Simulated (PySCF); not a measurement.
**Geometry relaxation, with input and output: C3H6SSi**

C3H6SSi, computed with PBE0-D3(BJ)/def2-SVP geometry optimisation, gas phase (PySCF 2.14.0).

It belongs to a series of runs on one base structure; here: ring closed by a new Si-C bond.

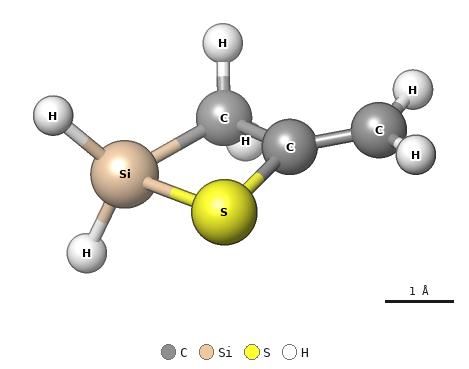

*The starting structure (ball-and-stick view, seen at a tilt).*

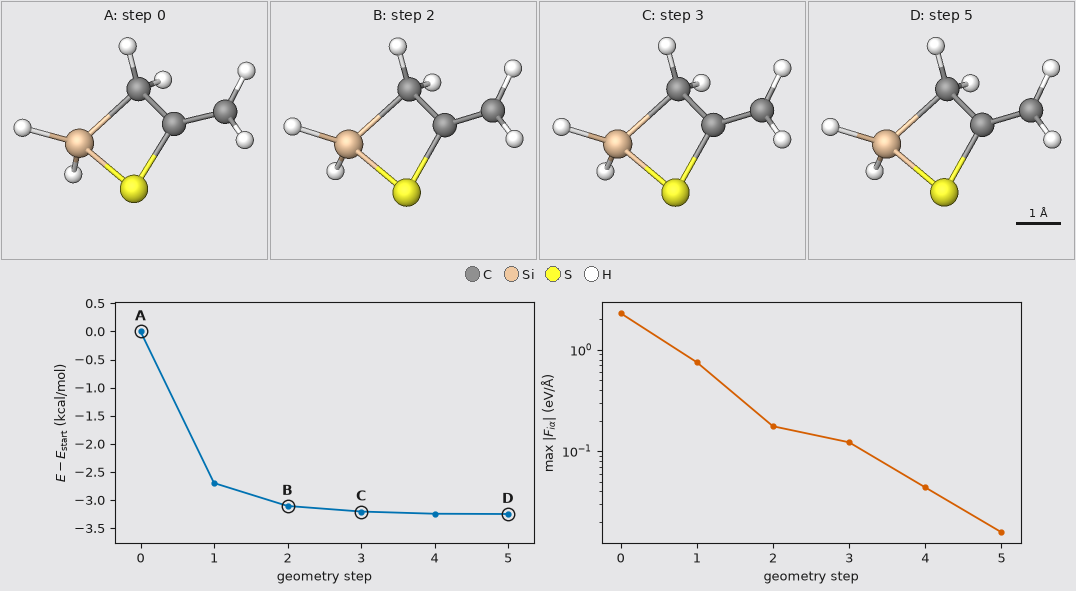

*Frames of the relaxation (ball-and-stick view, seen at a tilt) above the curves, on which the letters mark them (steps are counted from 0).*

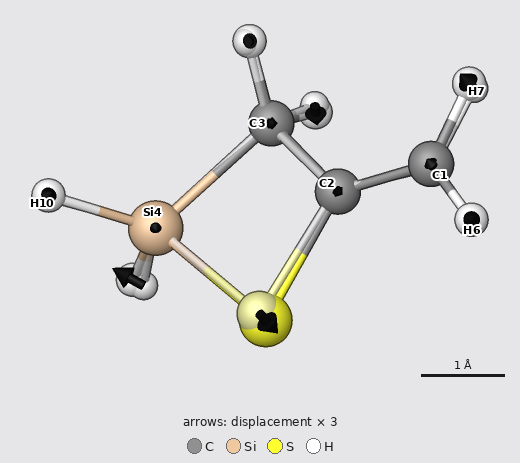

*Start (faint) and end (solid) with the displacements as black arrows, magnified 3 times (ball-and-stick view, seen at a tilt). The two geometries are laid on each other by the best rigid fit.*

The atom that moves furthest after the best rigid fit is H11 (0.15 Å). Largest moves by element: H 0.15 Å, S 0.13 Å, C 0.05 Å, Si 0.03 Å. Among the contacts that change: C1–H6 1.037 → 1.092 Å, C3–Si4 1.856 → 1.892 Å, C3–H9 1.071 → 1.102 Å, Si4–H11 1.470 → 1.492 Å. Among the angles that change: Si4–C3–H9 117.7° → 113.5°, H10–Si4–H11 112.2° → 108.8°, H8–C3–H9 105.2° → 108.1°. The energy falls by 3.25 kcal/mol in 5 geometry steps. The largest force component goes from 2.3 to 0.016 eV/Å. (Atoms are counted from 1 in the order of the input.)

These pictures come from the run below.

The input
```
{"job": {"xc": "PBE0", "basis": "def2-SVP", "d3": "d3bj", "grid": 1, "shake": 0.01, "kind": "geom"}, "charge": 0, "multiplicity": 1}
C      1.978660    -0.600080     0.120000
C      0.644550    -0.412010     0.092180
C     -0.164200     0.829690    -0.235190
Si    -1.812750     0.019080     0.027540
S     -0.558220    -1.676060     0.448640
H      2.399580    -1.516140     0.362090
H      2.634010     0.237300    -0.117650
H      0.114710     1.654610     0.448940
H      0.061270     1.191750    -1.217970
H     -2.601510     0.439480     1.212190
H     -2.657990    -0.193450    -1.156440
```

The first line tells a small driver script what to run in PySCF; the rest is the geometry in Å.

Launched with:
```bash
OMP_NUM_THREADS=1 python <driver script> task.json out
```

What the program printed
```
step   0  E = -804.90079670  max force = 0.044718
step   1  E = -804.90509314  max force = 0.014669
step   2  E = -804.90574243  max force = 0.003421
step   3  E = -804.90590076  max force = 0.002375
step   4  E = -804.90596299  max force = 0.000852
step   5  E = -804.90597071  max force = 0.000307
optimisation converged
```

Trajectory as extended XYZ (Å, eV, eV/Å), 6 frames, from step=0 to step=5
```
11
Properties=species:S:1:pos:R:3:forces:R:3 step=0 energy=-21902.46629
C     1.9787   -0.6001    0.1200   -1.7835   2.2995  -0.5818
C     0.6445   -0.4120    0.0922    0.6896  -0.3134  -0.0114
C    -0.1642    0.8297   -0.2352    0.9743   0.4424   0.9732
Si   -1.8128    0.0191    0.0275   -0.1431  -0.4709   0.3597
S    -0.5582   -1.6761    0.4486   -0.0676  -0.5294   0.1500
H     2.3996   -1.5161    0.3621    0.9170  -2.0327   0.5378
H     2.6340    0.2373   -0.1177    0.1223   0.0752  -0.0206
H     0.1147    1.6546    0.4489   -0.2575  -0.0863  -0.0040
H     0.0613    1.1918   -1.2180    0.0598   0.3135  -1.1107
H    -2.6015    0.4395    1.2122   -0.1791   0.1782  -0.0151
H    -2.6580   -0.1935   -1.1564   -0.3323   0.1238  -0.2771
11
Properties=species:S:1:pos:R:3:forces:R:3 step=1 energy=-21902.58320
C     1.9665   -0.4670    0.4249    0.2677  -0.7543  -0.1136
C     0.6713   -0.4141    0.1153   -0.1425   0.2226   0.2830
C    -0.1373    0.7962   -0.3197   -0.0073  -0.0340  -0.2346
Si   -1.7945   -0.1039   -0.1596   -0.0787   0.2323  -0.0188
S    -0.5025   -1.7659    0.3115    0.0494  -0.0611  -0.0860
H     2.4340   -1.4223    0.7326   -0.1715   0.4725  -0.0196
H     2.6117    0.4050    0.3059   -0.0146   0.0775  -0.0034
H     0.0007    1.6547    0.3476    0.0257   0.1330   0.1298
H     0.1138    1.1323   -1.3428   -0.0471  -0.1151   0.0796
H    -2.6899    0.3826    0.9341    0.0660  -0.0894   0.0607
H    -2.6422   -0.2327   -1.3786    0.0530  -0.0841  -0.0770
11
Properties=species:S:1:pos:R:3:forces:R:3 step=2 energy=-21902.60087
C     1.9660   -0.4910    0.4112    0.1409   0.0572  -0.0901
C     0.6655   -0.4068    0.1275   -0.0639  -0.1160   0.1759
C    -0.1384    0.8062   -0.3126    0.0930   0.0661  -0.0007
Si   -1.7970   -0.0903   -0.1628   -0.0823   0.0486  -0.0233
S    -0.5099   -1.7586    0.3011   -0.0034  -0.0494  -0.0164
H     2.4505   -1.4082    0.7625   -0.1626   0.0322  -0.0484
H     2.6025    0.3872    0.2765    0.0084   0.0476   0.0171
H     0.0036    1.6703    0.3560   -0.0015  -0.0095  -0.0144
H     0.1127    1.1288   -1.3365   -0.0105  -0.0413  -0.0035
H    -2.6946    0.3627    0.9416    0.0359  -0.0229   0.0255
H    -2.6292   -0.2357   -1.3933    0.0460  -0.0126  -0.0218
11
Properties=species:S:1:pos:R:3:forces:R:3 step=3 energy=-21902.60518
C     1.9657   -0.4841    0.3997   -0.0456   0.0771  -0.0011
C     0.6599   -0.4043    0.1427    0.0085   0.0489  -0.0170
C    -0.1348    0.8104   -0.3050   -0.0260   0.0579   0.0885
Si   -1.7947   -0.0856   -0.1625   -0.0548  -0.0004  -0.0312
S    -0.5128   -1.7593    0.3052    0.0279   0.0126   0.0112
H     2.4133   -1.4114    0.7519    0.1221  -0.1169   0.0164
H     2.6100    0.3914    0.2713   -0.0452  -0.0414   0.0131
H     0.0101    1.6799    0.3585   -0.0163  -0.0509  -0.0570
H     0.1180    1.1175   -1.3316    0.0070  -0.0057  -0.0358
H    -2.6942    0.3513    0.9453    0.0041   0.0027   0.0056
H    -2.6090   -0.2410   -1.4043    0.0182   0.0161   0.0072
11
Properties=species:S:1:pos:R:3:forces:R:3 step=4 energy=-21902.60687
C     1.9656   -0.4878    0.4032   -0.0152   0.0340  -0.0150
C     0.6595   -0.4041    0.1471    0.0070  -0.0059  -0.0019
C    -0.1359    0.8102   -0.3030   -0.0027   0.0107   0.0438
Si   -1.7970   -0.0841   -0.1630   -0.0217  -0.0027  -0.0134
S    -0.5149   -1.7573    0.3097    0.0081   0.0024  -0.0016
H     2.4287   -1.4174    0.7380    0.0176  -0.0326   0.0121
H     2.6035    0.3916    0.2799   -0.0026  -0.0055  -0.0023
H     0.0077    1.6808    0.3559   -0.0035   0.0041  -0.0130
H     0.1182    1.1135   -1.3314    0.0044  -0.0111  -0.0092
H    -2.6979    0.3563    0.9425    0.0024  -0.0033   0.0027
H    -2.6060   -0.2371   -1.4074    0.0063   0.0099  -0.0022
11
Properties=species:S:1:pos:R:3:forces:R:3 step=5 energy=-21902.60708
C     1.9657   -0.4894    0.4029   -0.0037   0.0013  -0.0043
C     0.6590   -0.4041    0.1502    0.0013  -0.0046  -0.0006
C    -0.1360    0.8109   -0.2993    0.0005  -0.0028   0.0158
Si   -1.7980   -0.0829   -0.1639   -0.0014  -0.0021  -0.0040
S    -0.5162   -1.7564    0.3112    0.0007   0.0014  -0.0009
H     2.4301   -1.4203    0.7359   -0.0026  -0.0005  -0.0005
H     2.6036    0.3894    0.2774    0.0037   0.0016   0.0018
H     0.0068    1.6830    0.3572    0.0023   0.0073  -0.0030
H     0.1195    1.1109   -1.3285   -0.0001  -0.0036  -0.0018
H    -2.7012    0.3560    0.9402   -0.0005  -0.0036  -0.0001
H    -2.6016   -0.2323   -1.4119    0.0000   0.0057  -0.0025
```

Summary

- outcome: converged
- total energy: −804.905971 hartree
- dipole moment: 1.89 D
- point group: C1
- hardware: 1 CPU thread, shared host
- wall time: 26 s
- peak memory: 0.45 GiB
